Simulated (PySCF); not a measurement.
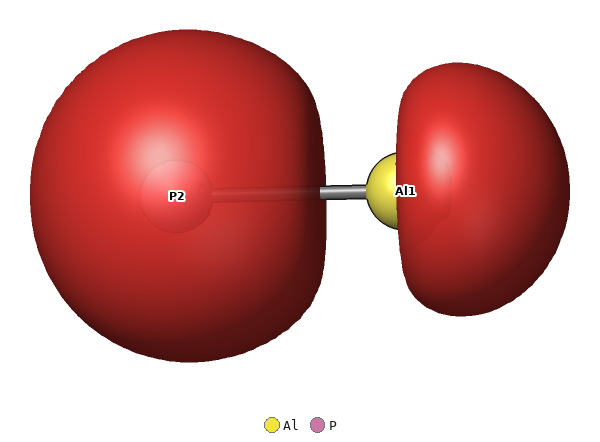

Figure. AlP (charge +1, quartet). Isosurfaces of the spin density (α minus β) at +0.02 (red) and −0.02 e/Å³ (blue), seen from one side.

The calculation used PBE0/def2-TZVP, non-relativistic Hamiltonian with scalar-relativistic core potentials where named, at a bond length of 2.470 Å (PySCF 2.14.0).

Where is the unpaired spin?

The unpaired spin (3 electrons) lies mostly on P2 (about 2.3) and Al1 (about 0.7), in electrons by Hirshfeld's partition.
